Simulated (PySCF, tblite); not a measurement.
# C₅H₇O₂S radical: geometry, infrared bands and EPR parameters

Wanted: the infrared bands and EPR parameters of C₅H₇O₂S radical (`CO[C@@H]1S[CH]CC1=O`), by calculation.

The runs use tblite 0.8.0 and PySCF 2.14.0, with density-fitted response routines of our own; the level of theory stands in each step. All values are computed, except where a source is named. Atoms are numbered from 0 throughout.

## (1) Starting geometry

15 atoms, charge 0, multiplicity 2; geometry from: force field or distance geometry start.

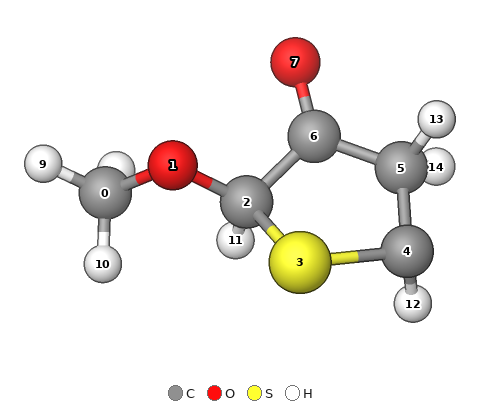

As it starts; carbon grey, oxygen red, sulfur yellow, hydrogen white, atoms numbered.

## (2) Geometry optimisation with GFN2-xTB

Job settings and geometry (Å):

```
{"job": {"kind": "relax", "xc": "GFN2-xTB", "basis": "xTB"}, "charge": 0, "multiplicity": 2}
C      2.526400     0.081800    -0.414400
O      1.327100     0.182400    -1.160900
C      0.325800    -0.196000    -0.268700
S     -0.630500    -1.540600    -1.044200
C     -2.167400    -1.168200    -0.133100
C     -2.072400     0.287600     0.067600
C     -0.746300     0.834100    -0.165800
O     -0.490800     2.045700    -0.260300
H      2.497400     0.759000     0.467700
H      3.390100     0.422300    -1.030700
H      2.642800    -0.974300    -0.103200
H      0.682200    -0.453400     0.726800
H     -2.069800    -1.676100     0.872400
H     -2.768700     0.777700    -0.665100
H     -2.450300     0.626100     1.078600
```

The run is started by

```
OMP_NUM_THREADS=1 python probes_run.py task.json out
```

The driver reads the jobs from task.json and runs them one after another.

Standard output:

```text
step      E/eV     max force
  0    -694.41809    4.367
  1    -694.73625    5.389
  2    -694.97927    1.295
  3    -695.08843    1.007
  4    -695.20726    0.707
  5    -695.25956    0.657
  6    -695.31030    0.591
  7    -695.34032    0.506
  8    -695.36565    0.345
  9    -695.38246    0.316
 10    -695.39724    0.347
 11    -695.41142    0.380
 12    -695.42756    0.328
 13    -695.44319    0.287
 14    -695.45587    0.293
 15    -695.46751    0.410
 16    -695.48269    0.456
 17    -695.50326    0.396
 18    -695.52400    0.491
 19    -695.47969    1.814
 20    -695.55081    0.339
 21    -695.56019    0.329
 22    -695.59187    0.845
 23    -695.60854    0.406
 24    -695.62297    0.340
 25    -695.64040    0.288
 26    -695.64583    0.192
 27    -695.65093    0.167
 28    -695.65520    0.154
 29    -695.65893    0.191
 30    -695.66301    0.180
 31    -695.66620    0.155
 32    -695.66860    0.139
 33    -695.67055    0.158
 34    -695.67314    0.228
 35    -695.67702    0.244
 36    -695.67952    0.181
 37    -695.68137    0.107
 38    -695.68315    0.133
 39    -695.68513    0.132
 40    -695.68711    0.108
 41    -695.68843    0.145
 42    -695.68962    0.119
 43    -695.69067    0.100
 44    -695.69280    0.117
 45    -695.69377    0.094
 46    -695.69664    0.152
 47    -695.70076    0.203
 48    -695.70071    0.647
 49    -695.70281    0.681
 50    -695.71289    0.175
 51    -695.71823    0.263
 52    -695.72353    0.288
 53    -695.72877    0.130
 54    -695.73007    0.111
 55    -695.73141    0.095
 56    -695.73201    0.099
 57    -695.73335    0.100
 58    -695.73461    0.080
 59    -695.73579    0.085
 60    -695.73673    0.087
 61    -695.73784    0.084
 62    -695.73953    0.085
 63    -695.74200    0.115
 64    -695.74476    0.125
 65    -695.74734    0.107
 66    -695.74952    0.095
 67    -695.75130    0.097
 68    -695.75279    0.091
 69    -695.75383    0.073
 70    -695.75435    0.074
 71    -695.75477    0.069
 72    -695.75515    0.051
 73    -695.75577    0.043
 74    -695.75600    0.052
 75    -695.75635    0.048
 76    -695.75661    0.047
 77    -695.75698    0.055
 78    -695.75739    0.064
 79    -695.75782    0.065
 80    -695.75823    0.052
 81    -695.75868    0.061
 82    -695.75919    0.086
 83    -695.75965    0.081
 84    -695.76001    0.051
 85    -695.76036    0.045
 86    -695.76085    0.058
 87    -695.76162    0.066
 88    -695.76278    0.077
 89    -695.76432    0.097
 90    -695.76562    0.159
 91    -695.76752    0.142
 92    -695.76913    0.121
 93    -695.77084    0.076
 94    -695.77174    0.088
 95    -695.77300    0.074
 96    -695.77374    0.095
 97    -695.77428    0.073
 98    -695.77470    0.047
 99    -695.77508    0.079
100    -695.77547    0.059
101    -695.77599    0.074
102    -695.77645    0.048
103    -695.77683    0.052
104    -695.77719    0.044
105    -695.77752    0.072
106    -695.77803    0.071
107    -695.77864    0.060
108    -695.77937    0.075
109    -695.77997    0.058
110    -695.78043    0.065
111    -695.78061    0.075
112    -695.78093    0.050
113    -695.78106    0.027
114    -695.78124    0.025
115    -695.78142    0.033
116    -695.78163    0.042
117    -695.78187    0.047
118    -695.78206    0.067
119    -695.78252    0.064
120    -695.78302    0.070
121    -695.78379    0.062
122    -695.78379    0.184
123    -695.78456    0.075
124    -695.78484    0.043
125    -695.78514    0.049
126    -695.78561    0.041
127    -695.78595    0.036
128    -695.78630    0.038
129    -695.78650    0.043
130    -695.78665    0.045
131    -695.78678    0.035
132    -695.78696    0.035
133    -695.78724    0.047
134    -695.78764    0.048
135    -695.78797    0.030
136    -695.78817    0.022
137    -695.78825    0.017
138    -695.78829    0.016
139    -695.78832    0.014
140    -695.78834    0.012
141    -695.78835    0.010
```

It took 0.94 s on 1 thread of Arm Neoverse V1, shared host; peak memory 0.18 GiB.

Step by step: (not every step is listed)

```tsv
step	energy from step 0 (eV)	largest force (eV/Å)
0	0.0000	4.3675
1	-0.3182	5.3894
2	-0.5612	1.2945
3	-0.6703	1.0074
4	-0.7892	0.7068
5	-0.8415	0.6571
6	-0.8922	0.5914
7	-0.9222	0.5065
8	-0.9476	0.3449
20	-1.1327	0.3391
32	-1.2505	0.1391
44	-1.2747	0.1166
56	-1.3139	0.0990
68	-1.3347	0.0914
80	-1.3401	0.0522
92	-1.3510	0.1210
104	-1.3591	0.0439
116	-1.3635	0.0416
128	-1.3682	0.0383
136	-1.3701	0.0222
137	-1.3702	0.0175
138	-1.3702	0.0160
139	-1.3702	0.0144
140	-1.3702	0.0122
141	-1.3703	0.0095
```

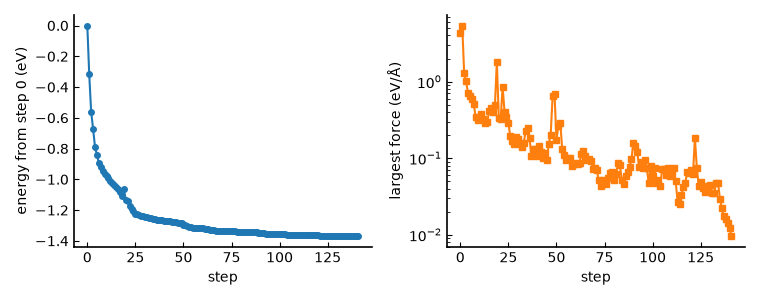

Energy and largest force along the relaxation.

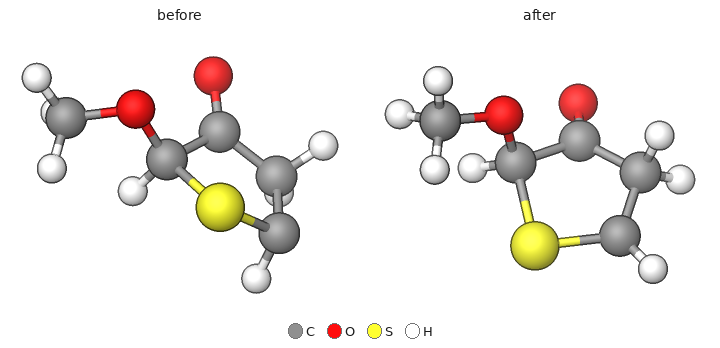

Before and after, at one scale.

Close pairs (by a distance rule), those that changed most:

```tsv
bond	before (Å)	after (Å)	change (Å)
S3–C4	1.825	1.714	-0.111
C4–H12	1.131	1.069	-0.061
C5–C6	1.453	1.503	+0.049
C2–C6	1.490	1.539	+0.049
C6–O7	1.242	1.198	-0.044
C5–H14	1.131	1.094	-0.037
C0–H9	1.114	1.087	-0.027
C5–H13	1.123	1.101	-0.022
```

The final coordinates are the input of the step that follows.

## (3) Vibrational analysis with GFN2-xTB

Job settings and geometry (Å):

```
{"job": {"kind": "ir", "xc": "GFN2-xTB", "basis": "xTB"}, "charge": 0, "multiplicity": 2}
C      2.399109    -0.119073    -0.788732
O      1.087831     0.401386    -0.767103
C      0.405396     0.181504     0.418583
S     -0.179343    -1.562392     0.557506
C     -1.771309    -1.173528     0.055730
C     -2.012554     0.260531    -0.199882
C     -0.868810     1.043456     0.380297
O     -0.887313     2.180272     0.758260
H      3.015828     0.337112    -0.007130
H      2.804204     0.123697    -1.768055
H      2.386736    -1.205728    -0.650818
H      1.025422     0.406392     1.296541
H     -2.422748    -1.965485    -0.247111
H     -2.019669     0.491940    -1.276653
H     -2.967194     0.607904     0.205346
```

Standard output:

```text
mode    cm-1     km/mol
  1      48.6      6.15
  2      97.6     13.38
  3     105.3      4.27
  4     163.0      0.13
  5     190.7      0.74
  6     282.1     18.52
  7     288.1      8.51
  8     363.7      8.00
  9     447.2     11.84
 10     475.8      4.76
 11     531.5     12.41
 12     619.0      5.12
 13     745.1     18.46
 14     814.2     20.96
 15     840.7      3.86
 16     892.4      4.77
 17     975.4     67.01
 18    1031.8     25.07
 19    1044.7      3.85
 20    1087.8    145.77
 21    1118.1     51.53
 22    1127.0      5.45
 23    1150.4      8.63
 24    1162.4      6.39
 25    1222.4     32.77
 26    1241.6     17.42
 27    1267.4     15.67
 28    1390.4     18.01
 29    1397.8      2.91
 30    1459.0      9.89
 31    1473.8      3.68
 32    1783.1    566.66
 33    2839.7      4.83
 34    2888.1     21.92
 35    2928.2     32.95
 36    2941.9     29.04
 37    2951.2      4.35
 38    3040.9      8.76
 39    3178.5      2.76
```

Run time: 0.49 s. Hardware: 1 thread of Arm Neoverse V1, shared host; peak memory 0.18 GiB.

Which atoms move in the most intense modes:

```tsv
cm⁻¹	km/mol	atoms
975	67.0	C2 34 %, O1 19 %, C0 18 %, H9 15 %
1032	25.1	H12 35 %, H14 28 %
1088	145.8	O1 48 %, C0 24 %, C2 12 %, H11 12 %
1118	51.5	C6 45 %, H14 16 %
1222	32.8	C4 51 %, C5 22 %, H12 19 %
1783	566.7	C6 62 %, O7 37 %
2928	33.0	H10 49 %, H8 43 %
2942	29.0	H8 51 %, H10 45 %
```

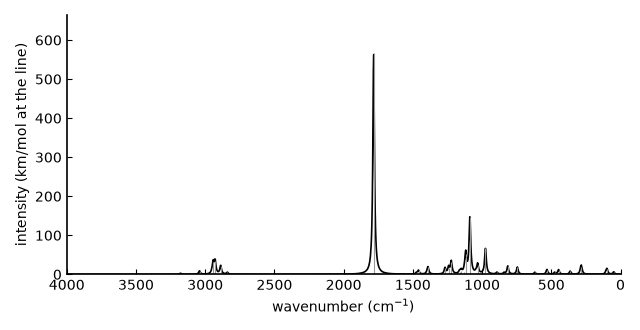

The infrared spectrum from these modes, unscaled. Lines are broadened to a width of 14 cm⁻¹ (Lorentzian).

## (4) EPR parameters: B3LYP/pcH-1

Same as in step 3 but for these lines:

```diff
@@ -1,2 +1,2 @@
-{"job": {"kind": "ir", "xc": "GFN2-xTB", "basis": "xTB"}, "charge": 0, "multiplicity": 2}
+{"job": {"kind": "epr", "basis": "pcH-1"}, "charge": 0, "multiplicity": 2}
 C      2.399109    -0.119073    -0.788732
```

With the program's defaults for keys left out, this is: UKS B3LYP, pcH-1 on C H O S, non-relativistic, mean-field spin-orbit, GIAO.

Standard output:

```text
UKS, coarse grid
  cycle   1  E = -743.14695523  |g| = 7.08e-01
  cycle   2  E = -742.46989356  |g| = 1.50e+00
  cycle   3  E = -743.31866569  |g| = 1.71e-01
  cycle   4  E = -743.32702273  |g| = 1.09e-01
  cycle   5  E = -743.33132315  |g| = 2.50e-02
  cycle   6  E = -743.33159787  |g| = 6.17e-03
  cycle   7  E = -743.33161592  |g| = 2.04e-03
  cycle   8  E = -743.33161847  |g| = 1.46e-03
  cycle   9  E = -743.33161922  |g| = 3.62e-04
UKS, final grid
  cycle   1  E = -743.33162356  |g| = 5.68e-04
  cycle   2  E = -743.33162319  |g| = 1.15e-03
  cycle   3  E = -743.33162369  |g| = 1.27e-04
  cycle   4  E = -743.33162370  |g| = 2.79e-05
E = -743.33162370 Eh   <S^2> = 0.7542 (exact 0.7500)
g shifts (ppm)      1          2          3
  rmc          -170       -170       -170
  gc              2         28         34
  oz_so        -319       1480       5802
  total        -488       1338       5666
hyperfine (MHz)  atom isotope    a_iso     a_fc   dipolar eigenvalues
    0   13C       1.82       1.82     -0.56      0.19      0.37
    1   17O     -11.13     -11.10     -3.03      1.36      1.67
    2   13C       4.84       4.85     -0.75     -0.40      1.15
    3   33S       6.76       7.15    -23.15    -17.91     41.05
    4   13C     102.45     102.11    -73.66    -72.48    146.14
    5   13C     -25.80     -25.82     -1.79     -0.21      2.00
    6   13C       0.95       0.95     -1.55     -0.58      2.13
    7   17O      -0.37      -0.36     -3.51      1.01      2.51
    8    1H      -0.25      -0.25     -0.77     -0.74      1.51
    9    1H      -0.28      -0.28     -0.81     -0.59      1.40
   10    1H      -0.70      -0.70     -1.99     -1.30      3.28
   11    1H      -0.62      -0.62     -2.01     -1.78      3.80
   12    1H     -50.20     -50.30    -34.56     -0.73     35.29
   13    1H     101.81     101.81     -4.31     -3.35      7.66
   14    1H      59.00      59.00     -4.67     -3.85      8.53
```

Wall time 96 s (1 thread of Arm Neoverse V1, shared host); peak memory 0.96 GiB.

Principal g values 2.00183, 2.00366, 2.00799; g(iso) = 2.00449, against 2.00232 for a free electron.

Hyperfine couplings; where a row names several nuclei, a(iso) is their mean (it holds for fast rotation or exchange) and the dipolar term the largest among them:

```tsv
nuclei	isotope	a(iso) (MHz)	a(iso) (G, at g = 2.0023)	largest dipolar term (MHz)
C4	13C	102.4	36.6	146.1
H13	1H	101.8	36.3	7.7
H14	1H	59.0	21.1	8.5
H12	1H	-50.2	-17.9	35.3
C5	13C	-25.8	-9.2	2.0
O1	17O	-11.1	-4.0	-3.0
S3	33S	6.8	2.4	41.1
C2	13C	4.8	1.7	1.1
C0	13C	1.8	0.6	-0.6
C6	13C	0.9	0.3	2.1
H11	1H	-0.6	-0.2	3.8
H8, H9, H10	1H	-0.4	-0.1	3.3
O7	17O	-0.4	-0.1	-3.5
```

Mulliken spin populations:

C0 0.00; O1 0.01; C2 0.00; S3 0.17; C4 0.85; C5 -0.06; C6 0.00; O7 0.01; H8 0.00; H9 0.00; H10 0.00; H11 0.00; H12 -0.04; H13 0.04; H14 0.02

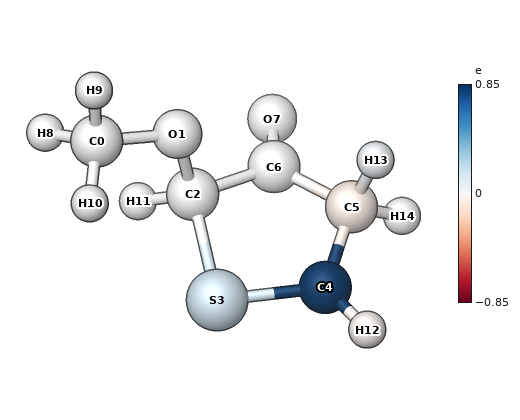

Mulliken spin populations, as colours on the atoms.

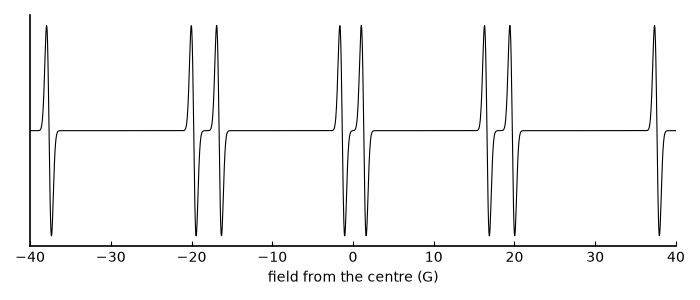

First-order isotropic spectrum (first derivative, main isotopes with spin only, couplings over 0.8 MHz, Gaussian width 0.3 G; couplings of the frozen geometry, rotation of groups not averaged beyond the rows shown).

The fields below are evaluated on a grid from the run's orbitals.

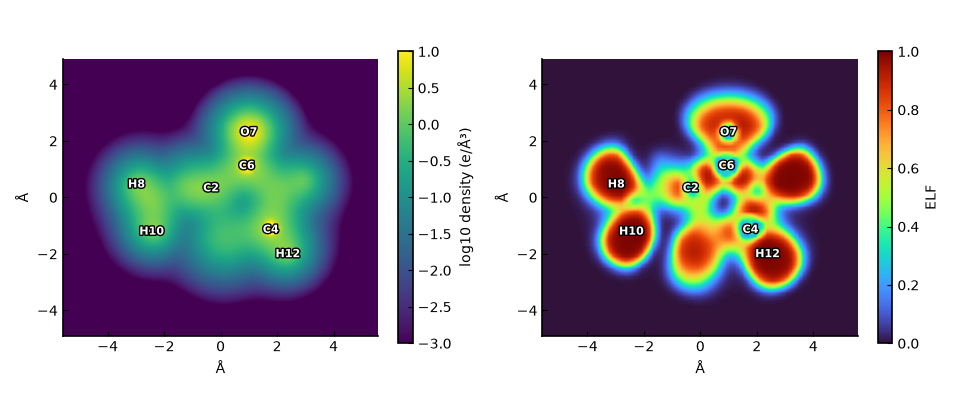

Density (left) and ELF (right) in a plane through or near 7 of the atoms.

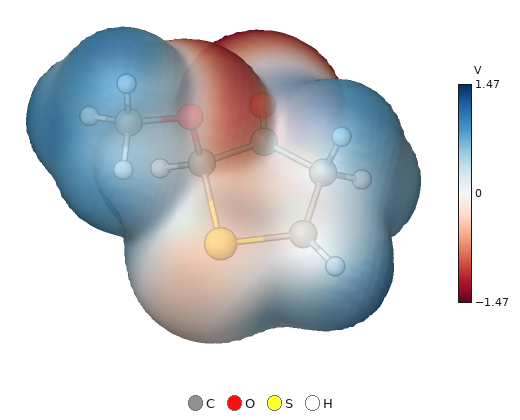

The potential that a unit positive charge feels on the 0.002 e/bohr³ surface, from -1.47 V near O7 to 1.06 V near H11.

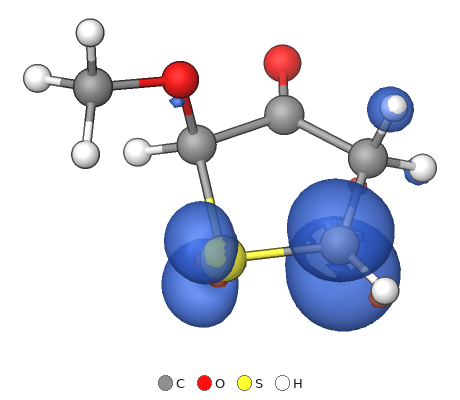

Spin density at ±0.04 e/Å³ (alpha excess blue, beta excess red).

## (5) What came out

| quantity | value |
| --- | --- |
| strongest single infrared mode (GFN2-xTB) | 1783 cm⁻¹, 567 km/mol |
| zero-point energy (GFN2-xTB) | 68.1 kcal/mol |
| g(iso) (B3LYP) | 2.00449 |
| ⟨S²⟩ | 0.754 (exact 0.75) |
| largest a(iso) (averaged by class) | 13C on C4, 102.4 MHz |
| surface potential, least and greatest | -1.47 V and 1.06 V |

Over 141 steps the energy fell by 1.370 eV; of the close pairs, S3–C4 changed most, 1.825 to 1.714 Å. No mode is imaginary among the 39: a minimum at this level. The strongest single mode, at 1783 cm⁻¹, moves mainly C6 and O7. GFN2-xTB is a fitted tight-binding method: band positions and strengths are rough. Its intensities can rank the bands wrongly. C4 carries the largest spin population, 0.85 e. The isotropic g lies 2.2 ppt above the free-electron value.
